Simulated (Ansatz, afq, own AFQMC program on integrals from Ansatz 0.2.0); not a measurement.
**AlGeH2 (doublet): quantum Monte Carlo beside coupled cluster at distance Ge1–Al2 = 2.042 Å, cc-pVDZ, part 1 of 2**

How near does AFQMC come to the top of the ladder for AlGeH2 (doublet)?

The runs use Ansatz 0.2.0, Gaussian basis, and an in-house AFQMC program (afq) on its integrals; all values are calculated; cc-pVDZ, frozen cores.

The runs, in order: PBE (unrestricted); r2SCAN (unrestricted); PBE0 (unrestricted); B3LYP (unrestricted); wB97M-V (unrestricted); B2PLYP (unrestricted); CCSD(T) on UHF; CCSDT(Q) on UHF; Phaseless AFQMC, CISD trial on UHF; Phaseless AFQMC, single-determinant trial on UHF; Free-projection AFQMC, CISD trial on UHF; CCSD(T) on ROHF; CCSDT(Q) on ROHF; Phaseless AFQMC, CISD trial on ROHF; Phaseless AFQMC, single-determinant trial on ROHF; Free-projection AFQMC, CISD trial on ROHF.

3 further runs of the same task are left out: 1 for a known fault of the program, 2 that didn't finish.

## 1. The system

The geometry derives from a PBE0/def2-TZVP stationary point (not a proven minimum). One bond is set to the value named and the two fragments are kept rigid. No spin-orbit coupling is included. The filled d shell of Ge may be among the frozen orbitals whatever the setting's name suggests; the logs give the count.

4 atoms, charge 0, spin multiplicity 2.

Atoms are counted from 1 here; the program's logs count them from 0.

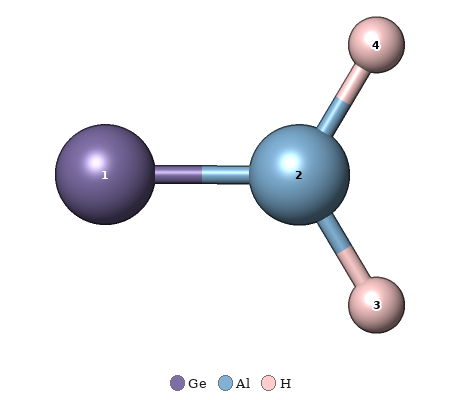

The geometry (germanium purple, aluminium light blue, hydrogen pink); atoms are numbered from 1 in the order of the file.

## 2. PBE (unrestricted)

in.yaml reads:

```yaml
crystal:
  periodic: [false, false, false]
  atoms:
    - {symbol: Ge, position_ang: [0.000000, 0.000000, 0.598715]}
    - {symbol: Al, position_ang: [0.000000, 0.000000, -1.443285]}
    - {symbol: H, position_ang: [0.000000, -1.374627, -2.256363]}
    - {symbol: H, position_ang: [0.000000, 1.374627, -2.256363]}
basis:
  gaussian: {orbitals: cc-pVDZ}
magnetization: {spin_polarized: true, initial_magnetization: 1}
hamiltonian: {xc: {name: PBE}}
output: {orbitals: {seedname: orbitals}}
```

Launch:

```sh
$ ansatz run in.yaml --threads 1 --pin off --events-out ev --progress --plain --max-ram 1382MiB
```

Standard output:

```text
Functional definition: PBE
  name "PBE"
  cite "Perdew, Burke & Ernzerhof, Phys. Rev. Lett. 77, 3865 (1996) doi:10.1103/PhysRevLett.77.3865"
  parent pbe
  parameter kappa = 0.804
  parameter beta = 0.06672455060314922
  exchange = pbe_x(kappa = kappa, mu = beta*pi^2/3)
  correlation = pbe_c(beta = beta)
595 factors; integrals over basis functions are off by at most 9.3e-4 eV
mean field evaluation 1: about -63129.7984 eV, gradient 9.6e0 eV
mean field evaluation 2: about -63127.0888 eV, gradient 1.7e1 eV
mean field evaluation 4: about -63130.8269 eV, gradient 7.5e-1 eV
mean field evaluation 8: about -63130.8241 eV, gradient 3.8e-3 eV
mean field evaluation 16: about -63130.8313 eV, gradient 2.3e-1 eV
mean field evaluation 32: about -63130.8294 eV, gradient 1.4e-1 eV
mean field evaluation 64: about -63129.8121 eV, gradient 1.2e-4 eV
mean field evaluation 96: about -63130.0915 eV, gradient 2.8e-1 eV
mean field evaluation 128: about -63130.7381 eV, gradient 6.9e-1 eV
mean field evaluation 160: about -63130.2247 eV, gradient 1.2e-1 eV
mean field -63130.83201359 eV, -2320.0152848847 hartree, gradient 6.4e-6 eV, S^2 0.936129; 22 other end points of the search recorded, 0 dependent functions left out
reference -63130.83204876 eV, -2320.0152861770 hartree; 24, 23 occupied and 31, 32 virtual orbitals, 595 factors
Total energy: -63130.83204876 eV, -2320.0152861770 hartree
```

Run time: 15 s. Hardware: 1 thread of Arm Neoverse V2, shared host.

From the report: ⟨S²⟩ of the determinant 0.936 (pure doublet: 0.75).

## 3. r2SCAN (unrestricted)

Changes to in.yaml since step 2:

```diff
@@ -10,3 +10,2 @@
 magnetization: {spin_polarized: true, initial_magnetization: 1}
-hamiltonian: {xc: {name: PBE}}
-output: {orbitals: {seedname: orbitals}}
+hamiltonian: {xc: {name: r2SCAN}}
```

Same command.

Standard output (excerpt; [...] marks lines left out):

```text
Functional definition: r2SCAN
  name "r2SCAN"
  cite "Furness, Kaplan, Ning, Perdew & Sun, J. Phys. Chem. Lett. 11, 8208 (2020) doi:10.1021/acs.jpclett.0c02405"
  cite "Furness, Kaplan, Ning, Perdew & Sun, J. Phys. Chem. Lett. 11, 9248 (2020) doi:10.1021/acs.jpclett.0c03077"
  parent r2scan
[...]
595 factors; integrals over basis functions are off by at most 9.3e-4 eV
[...]
mean field -63142.18999849 eV, -2320.4326831309 hartree, gradient 6.3e-6 eV, S^2 1.264658; 21 other end points of the search recorded, 0 dependent functions left out
reference -63142.19001201 eV, -2320.4326836277 hartree; 24, 23 occupied and 31, 32 virtual orbitals, 595 factors
Total energy: -63142.19001201 eV, -2320.4326836277 hartree
```

Wall time 36 s (1 thread of Arm Neoverse V2, shared host).

From the report: ⟨S²⟩ of the determinant 1.265 (pure doublet: 0.75). The determinant is far from a pure spin state, so its energy mixes those of several spin states (harmless only where they are near-degenerate, as at dissociation).

## 4. PBE0 (unrestricted)

Changes to in.yaml since step 3:

```diff
@@ -10,2 +10,3 @@
 magnetization: {spin_polarized: true, initial_magnetization: 1}
-hamiltonian: {xc: {name: r2SCAN}}
+hamiltonian: {xc: {name: PBE0}}
+output: {orbitals: {seedname: orbitals}}
```

The command is unchanged.

Standard output (excerpt; [...] marks lines left out):

```text
Functional definition: PBE0
  name "PBE0"
  cite "Adamo & Barone, J. Chem. Phys. 110, 6158 (1999) doi:10.1063/1.478522"
  cite "Perdew, Burke & Ernzerhof, Phys. Rev. Lett. 77, 3865 (1996) doi:10.1103/PhysRevLett.77.3865"
  parent pbe
[...]
595 factors; integrals over basis functions are off by at most 9.3e-4 eV
[...]
mean field -63133.00671803 eV, -2320.0952037987 hartree, gradient 2.1e-5 eV, S^2 1.069222; 10 other end points of the search recorded, 0 dependent functions left out
reference -63133.00674480 eV, -2320.0952047823 hartree; 24, 23 occupied and 31, 32 virtual orbitals, 595 factors
Total energy: -63133.00674480 eV, -2320.0952047823 hartree
```

Run time: 11 s. Hardware: 1 thread of Arm Neoverse V2, shared host.

From the report: ⟨S²⟩ of the determinant 1.069 (pure doublet: 0.75).

## 5. B3LYP (unrestricted)

Changes to in.yaml since step 4:

```diff
@@ -10,3 +10,2 @@
 magnetization: {spin_polarized: true, initial_magnetization: 1}
-hamiltonian: {xc: {name: PBE0}}
-output: {orbitals: {seedname: orbitals}}
+hamiltonian: {xc: {name: B3LYP}}
```

Same command.

Standard output (excerpt; [...] marks lines left out):

```text
Functional definition: B3LYP
  name "B3LYP"
  cite "Stephens, Devlin, Chabalowski & Frisch, J. Phys. Chem. 98, 11623 (1994) doi:10.1021/j100096a001"
  cite "Becke, Phys. Rev. A 38, 3098 (1988) doi:10.1103/PhysRevA.38.3098"
  cite "Lee, Yang & Parr, Phys. Rev. B 37, 785 (1988) doi:10.1103/PhysRevB.37.785"
  cite "Vosko, Wilk & Nusair, Can. J. Phys. 58, 1200 (1980) doi:10.1139/p80-159"
[...]
595 factors; integrals over basis functions are off by at most 9.3e-4 eV
[...]
mean field -63145.23911476 eV, -2320.5447360872 hartree, gradient 1.5e-5 eV, S^2 0.908707; 6 other end points of the search recorded, 0 dependent functions left out
reference -63145.23932953 eV, -2320.5447439797 hartree; 24, 23 occupied and 31, 32 virtual orbitals, 595 factors
Total energy: -63145.23932953 eV, -2320.5447439797 hartree
```

Run time: 6 s. Hardware: 1 thread of Arm Neoverse V2, shared host.

From the report: ⟨S²⟩ of the determinant 0.909 (pure doublet: 0.75).

## 6. wB97M-V (unrestricted)

Changes to in.yaml since step 5:

```diff
@@ -10,2 +10,3 @@
 magnetization: {spin_polarized: true, initial_magnetization: 1}
-hamiltonian: {xc: {name: B3LYP}}
+hamiltonian: {xc: {name: wB97M-V}}
+output: {orbitals: {seedname: orbitals}}
```

Same command.

Standard output (excerpt; [...] marks lines left out):

```text
Functional definition: wB97M-V
  name "wB97M-V"
  cite "Mardirossian & Head-Gordon, J. Chem. Phys. 144, 214110 (2016) doi:10.1063/1.4952647"
  cite "Becke, J. Chem. Phys. 107, 8554 (1997) doi:10.1063/1.475007"
  cite "Vydrov & Van Voorhis, J. Chem. Phys. 133, 244103 (2010) doi:10.1063/1.3521275"
  # Of w^i u^j: cxij and so on, Table III.
[...]
  gx(w, u) = 1 - cx + cx01*u + cx10*w
  gss(w, u) = css00 + css04*u^4 + css10*w + css20*w^2 + css43*w^4*u^3
  gos(w, u) = cos00 + cos10*w + (cos20 + cos21*u)*w^2 + (cos60 + cos61*u)*w^6
[...]
      + integral(e_c_pw_mod_opposite_spin*gos(b97_w_opposite, b97_u_opposite)) + vv10(b, c)
595 factors; integrals over basis functions are off by at most 9.3e-4 eV
185 factors; integrals over basis functions are off by at most 6.4e-6 eV
[...]
mean field -63139.60828663 eV, -2320.3378069702 hartree, gradient 7.7e-6 eV, S^2 0.751896; 3 other end points of the search recorded, 0 dependent functions left out
reference -63139.60832728 eV, -2320.3378084639 hartree; 24, 23 occupied and 31, 32 virtual orbitals, 595 factors
Total energy: -63139.60832728 eV, -2320.3378084639 hartree
```

It took 18 s on 1 thread of Arm Neoverse V2, shared host; peak memory 0.26 GiB.

From the report: ⟨S²⟩ of the determinant 0.752 (pure doublet: 0.75).

## 7. B2PLYP (unrestricted)

Changes to in.yaml since step 6:

```diff
@@ -10,3 +10,3 @@
 magnetization: {spin_polarized: true, initial_magnetization: 1}
-hamiltonian: {xc: {name: wB97M-V}}
-output: {orbitals: {seedname: orbitals}}
+hamiltonian: {xc: {name: B2PLYP}}
+correlation: {electrons: outside_noble_gas}
```

Launched as before.

Standard output (excerpt; [...] marks lines left out):

```text
Functional definition: B2PLYP
  name "B2PLYP"
  cite "Grimme, J. Chem. Phys. 124, 034108 (2006) doi:10.1063/1.2148954"
  cite "Becke, Phys. Rev. A 38, 3098 (1988) doi:10.1103/PhysRevA.38.3098"
  cite "Lee, Yang & Parr, Phys. Rev. B 37, 785 (1988) doi:10.1103/PhysRevB.37.785"
[...]
595 factors; integrals over basis functions are off by at most 9.3e-4 eV
[...]
mean field -63127.39977033 eV, -2319.8891522714 hartree, gradient 3.0e-6 eV, S^2 1.146217; 9 other end points of the search recorded, 0 dependent functions left out
19 core orbitals not correlated: weight in the atoms' cores, before any rotation towards them, 0.999 or more for the frozen orbitals, at most 0.000 for the correlated occupied ones
reference -63127.39990746 eV, -2319.8891573105 hartree; 5, 4 occupied and 31, 32 virtual orbitals, 595 factors
second order -3.96469438 eV of doubles, -0.00000000 eV of singles
Total energy: -63128.47037494 eV, -2319.9284962649 hartree
```

Run time: 7.5 s. Hardware: 1 thread of Arm Neoverse V2, shared host.

From the report: ⟨S²⟩ of the determinant 1.146 (pure doublet: 0.75).

## 8. CCSD(T) on UHF

Changes to in.yaml since step 7:

```diff
@@ -10,3 +10,2 @@
 magnetization: {spin_polarized: true, initial_magnetization: 1}
-hamiltonian: {xc: {name: B2PLYP}}
-correlation: {electrons: outside_noble_gas}
+correlation: {method: ccsd_t, electrons: outside_noble_gas, hamiltonian_folder: ham}
```

Same command.

Standard output (excerpt; [...] marks lines left out):

```text
Functional definition: HF
  name "HF"
  cite "Fock, Z. Phys. 61, 126 (1930) doi:10.1007/BF01340294"
  parent pbe
[...]
595 factors; integrals over basis functions are off by at most 9.3e-4 eV
[...]
mean field -63084.43397308 eV, -2318.3101883455 hartree, gradient 2.1e-6 eV, S^2 1.405499; 27 other end points of the search recorded, 0 dependent functions left out
determinant -63084.43397308 eV, -2318.3101883455 hartree, with singles and doubles -63088.40102051 eV, -2318.4559746495 hartree
determinant -63083.89462257 eV, -2318.2903675800 hartree, with singles and doubles -63087.86346622 eV, -2318.4362198937 hartree
determinant -63083.80499116 eV, -2318.2870736864 hartree, with singles and doubles -63087.82288099 eV, -2318.4347284143 hartree
determinant -63083.75484738 eV, -2318.2852309364 hartree, with singles and doubles -63087.79545787 eV, -2318.4337206331 hartree
[...]
determinant -63081.70661609 eV, -2318.2099598248 hartree, with singles and doubles -63086.35776849 eV, -2318.3808865229 hartree
determinant -63084.43397308 eV, -2318.3101883455 hartree, with singles and doubles -63088.42826904 eV, -2318.4569760147 hartree
determinant -63083.89462257 eV, -2318.2903675800 hartree, with singles and doubles -63087.89767882 eV, -2318.4374771836 hartree
determinant -63084.20600089 eV, -2318.3018105223 hartree, with singles and doubles -63088.44625546 eV, -2318.4576370033 hartree
19 core orbitals not correlated: weight in the atoms' cores, before any rotation towards them, 1.000 or more for the frozen orbitals, at most 0.000 for the correlated occupied ones
reference -63084.43397308 eV, -2318.3101883455 hartree; 5, 4 occupied and 31, 32 virtual orbitals, 595 factors
second order -2.96062733 eV of doubles, -0.00000000 eV of singles
cycle   1  -3.99429523 eV  change    7.3e-7 eV  update   3.7e-6
perturbative correction -0.10717433 eV, -0.0039385839 hartree
Total energy: -63088.53544264 eV, -2318.4609145718 hartree
```

Wall time 20 s (1 thread of Arm Neoverse V2, shared host).

From the report: ⟨S²⟩ of the determinant 1.405 (pure doublet: 0.75); correlation -4.1015 eV; T1 0.073; largest double amplitude 0.07. The determinant is far from a pure spin state, so its energy mixes those of several spin states (harmless only where they are near-degenerate, as at dissociation).

This run also writes the integrals to the folder ham.

## 9. CCSDT(Q) on UHF

Changes to in.yaml since step 8:

```diff
@@ -10,2 +10,2 @@
 magnetization: {spin_polarized: true, initial_magnetization: 1}
-correlation: {method: ccsd_t, electrons: outside_noble_gas, hamiltonian_folder: ham}
+correlation: {method: ccsdt_q, electrons: outside_noble_gas}
```

Same command.

Standard output (excerpt; [...] marks lines left out):

```text
Functional definition: HF
  name "HF"
  cite "Fock, Z. Phys. 61, 126 (1930) doi:10.1007/BF01340294"
  parent pbe
[...]
1053 factors; integrals over basis functions are off by at most 1.7e-7 eV
[...]
mean field -63084.43404679 eV, -2318.3101910545 hartree, gradient 1.4e-6 eV, S^2 1.405501; 27 other end points of the search recorded, 0 dependent functions left out
determinant -63084.43404679 eV, -2318.3101910545 hartree, with singles and doubles -63088.40109423 eV, -2318.4559773590 hartree
determinant -63083.89469720 eV, -2318.2903703226 hartree, with singles and doubles -63087.86354093 eV, -2318.4362226393 hartree
determinant -63083.80506947 eV, -2318.2870765641 hartree, with singles and doubles -63087.82295637 eV, -2318.4347311843 hartree
determinant -63083.75492199 eV, -2318.2852336784 hartree, with singles and doubles -63087.79553201 eV, -2318.4337233577 hartree
[...]
determinant -63084.43404679 eV, -2318.3101910545 hartree, with singles and doubles -63088.42834328 eV, -2318.4569787429 hartree
determinant -63083.89469720 eV, -2318.2903703226 hartree, with singles and doubles -63087.89775402 eV, -2318.4374799472 hartree
determinant -63084.20607265 eV, -2318.3018131594 hartree, with singles and doubles -63088.44632935 eV, -2318.4576397188 hartree
19 core orbitals not correlated: weight in the atoms' cores, before any rotation towards them, 1.000 or more for the frozen orbitals, at most 0.000 for the correlated occupied ones
reference -63084.43404679 eV, -2318.3101910545 hartree; 5, 4 occupied and 31, 32 virtual orbitals, 1053 factors
second order -2.96065975 eV of doubles, -0.00000000 eV of singles
cycle   1  -3.61136089 eV  change   -6.5e-1 eV  update   8.0e-2
[...]
cycle  48  -4.14978533 eV  change   -3.2e-7 eV  update   4.8e-7
perturbative correction -0.00924607 eV, -0.0003397870 hartree
Total energy: -63088.59307820 eV, -2318.4630326394 hartree
```

It took 40 s on 1 thread of Arm Neoverse V2, shared host; peak memory 0.26 GiB.

From the report: ⟨S²⟩ of the determinant 1.406 (pure doublet: 0.75); correlation -4.1590 eV; T1 0.050; largest double amplitude 0.24. The determinant is far from a pure spin state, so its energy mixes those of several spin states (harmless only where they are near-degenerate, as at dissociation).

## 10. Phaseless AFQMC, CISD trial on UHF

It reads the integrals that the CCSD(T) run on this determinant wrote.

Launch:

```sh
$ afq ham --method phaseless --trial cisd --walkers 60 --populations 1 --least-time 40 --time-step 0.005 --steps-per-block 50 --equilibration-blocks 28 --max-blocks 300 --target-error 0.00036 --factor-cut 1e-05 --start spin_pure --seed 3115 --release-times 0.24,0.51,0.99,1.62,2.4 --release-step 0.03 --release-every 4 --taylor-order 6
```

Standard output:

```text
orbitals 36  electrons 5 4  factors 281 of 595
reference energy -2318.31018835 Eh
CCSD correlation -0.14678798 Eh in 23 cycles, weight of the determinant in the CISD state 0.8038
energy of the start -2318.436084 Eh
 block  time / (1/Eh)  mean weight  energy / Eh
     1     0.250  0.9998  -2318.442233
     2     0.500  1.0002  -2318.447000
     3     0.750  1.0000  -2318.450447
     4     1.000  0.9982  -2318.454367
     5     1.250  0.9999  -2318.454122
     6     1.500  1.0006  -2318.455097
     7     1.750  1.0002  -2318.454707
     8     2.000  0.9997  -2318.456335
     9     2.250  1.0004  -2318.456147
    10     2.500  1.0007  -2318.457199
    17     4.250  0.9997  -2318.459740
    25     6.250  1.0012  -2318.460905
    33     8.250  1.0010  -2318.462101
    41    10.250  0.9981  -2318.459212
    49    12.250  0.9992  -2318.462535
    57    14.250  1.0010  -2318.457491
    65    16.250  1.0001  -2318.460276
    73    18.250  1.0004  -2318.462007
    81    20.250  0.9981  -2318.457725
    89    22.250  0.9999  -2318.461011
    97    24.250  1.0013  -2318.463708
   105    26.250  1.0011  -2318.464762
   113    28.250  0.9995  -2318.460536
   121    30.250  0.9989  -2318.460559
   129    32.250  0.9995  -2318.459832
   137    34.250  0.9995  -2318.461826
   145    36.250  0.9989  -2318.461017
   153    38.250  1.0000  -2318.461062
   161    40.250  1.0017  -2318.465262
   169    42.250  1.0003  -2318.461091
   177    44.250  0.9996  -2318.462035
   185    46.250  1.0003  -2318.468305
   193    48.250  1.0005  -2318.466538
   201    50.250  1.0001  -2318.468100
   209    52.250  0.9980  -2318.468323
   217    54.250  0.9992  -2318.462546
   225    56.250  1.0008  -2318.462383
   233    58.250  0.9996  -2318.457812
   241    60.250  0.9982  -2318.466320
   249    62.250  1.0003  -2318.466178
   257    64.250  1.0006  -2318.463947
   265    66.250  0.9996  -2318.460377
   273    68.250  0.9992  -2318.461360
   281    70.250  0.9996  -2318.464727
   289    72.250  1.0013  -2318.460159
   297    74.250  1.0027  -2318.459477
   305    76.250  1.0006  -2318.467339
   313    78.250  0.9986  -2318.464146
   321    80.250  0.9983  -2318.459942
blocks merged  error / Eh  count
     1  0.000219  300
     2  0.000277  150
     4  0.000359  75
     8  0.000389  37
    16  0.000334  18
    32  0.000406  9
released: time / (1/Eh)  energy / Eh  error  mean overlap
  0.24  -2318.462585  0.000343  0.9902
  0.51  -2318.462796  0.000362  0.9867
  0.99  -2318.462531  0.000434  0.9799
  1.62  -2318.463448  0.000583  0.9673
  2.40  -2318.463070  0.000560  0.9575
energy -2318.462355 +/- 0.000389 Eh
```

Wall time 5.1 min (1 thread of Arm Neoverse V2, shared host).

Energy -63088.5746 ± 0.0106 eV. Caveats: constraint bias not in the error.

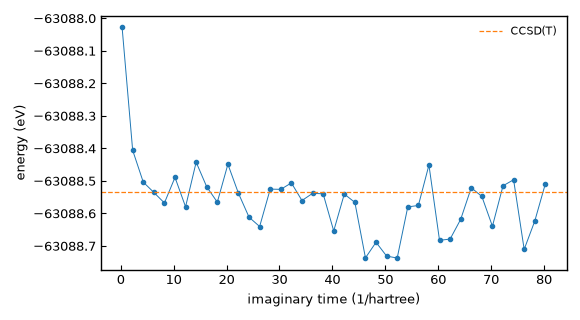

Block energies along the walk.

## 11. Phaseless AFQMC, single-determinant trial on UHF

It reads the integrals that the CCSD(T) run on this determinant wrote.

Launch:

```sh
$ afq ham --method phaseless --trial hf --walkers 120 --populations 1 --least-time 40 --time-step 0.005 --steps-per-block 20 --equilibration-blocks 112 --max-blocks 600 --target-error 0.00108 --factor-cut 1e-05 --start spin_pure --seed 6469 --taylor-order 6
```

Standard output:

```text
orbitals 36  electrons 5 4  factors 281 of 595
reference energy -2318.31018835 Eh
CCSD correlation -0.14678798 Eh in 23 cycles, weight of the determinant in the CISD state 0.8038
energy of the start -2318.312277 Eh
 block  time / (1/Eh)  mean weight  energy / Eh
     1     0.100  1.0005  -2318.333994
     2     0.200  0.9995  -2318.352572
     3     0.300  1.0006  -2318.366894
     4     0.400  1.0013  -2318.381898
     5     0.500  0.9992  -2318.392576
     6     0.600  1.0005  -2318.403085
     7     0.700  1.0020  -2318.409885
     8     0.800  0.9999  -2318.415938
     9     0.900  1.0005  -2318.420266
    10     1.000  1.0006  -2318.418236
    18     1.800  0.9989  -2318.448033
    35     3.500  0.9979  -2318.450755
    52     5.200  1.0011  -2318.468897
    69     6.900  1.0014  -2318.468337
    86     8.600  1.0005  -2318.453475
   103    10.300  1.0002  -2318.459372
   120    12.000  0.9995  -2318.472857
   137    13.700  1.0010  -2318.448616
   154    15.400  0.9996  -2318.466070
   171    17.100  1.0011  -2318.459691
   188    18.800  1.0000  -2318.446998
   205    20.500  0.9993  -2318.465971
   222    22.200  0.9996  -2318.458040
   239    23.900  1.0001  -2318.456342
   256    25.600  1.0005  -2318.458889
   273    27.300  0.9986  -2318.456044
   290    29.000  1.0015  -2318.482331
   307    30.700  0.9995  -2318.448931
   324    32.400  0.9990  -2318.450920
   341    34.100  0.9998  -2318.470532
   358    35.800  1.0003  -2318.462225
   375    37.500  1.0014  -2318.453060
   392    39.200  1.0003  -2318.449832
   409    40.900  1.0000  -2318.456585
   426    42.600  1.0003  -2318.447073
   443    44.300  0.9998  -2318.446656
   460    46.000  1.0003  -2318.456100
   477    47.700  1.0005  -2318.440739
   494    49.400  1.0003  -2318.454778
   511    51.100  0.9996  -2318.455496
   528    52.800  0.9989  -2318.456580
   545    54.500  0.9993  -2318.470240
   562    56.200  1.0007  -2318.443883
   579    57.900  1.0011  -2318.453119
   596    59.600  1.0008  -2318.453718
   613    61.300  0.9981  -2318.452763
   630    63.000  1.0013  -2318.477494
   647    64.700  1.0003  -2318.440852
   664    66.400  1.0011  -2318.451970
   681    68.100  0.9989  -2318.446573
   698    69.800  1.0003  -2318.450006
blocks merged  error / Eh  count
     1  0.000393  590
     2  0.000530  295
     4  0.000705  147
     8  0.000906  73
    16  0.001078  36
    32  0.000962  18
    64  0.000970  9
energy -2318.456670 +/- 0.001078 Eh
```

Wall time 3 min (1 thread of Arm Neoverse V2, shared host).

Energy -63088.4199 ± 0.0293 eV. Caveats: constraint bias not in the error.

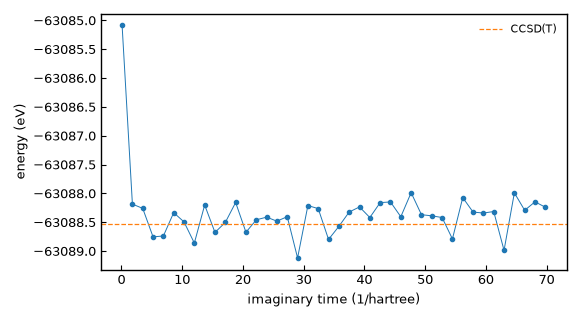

Block energies along the walk.

(Continued in part 2 of 2.)
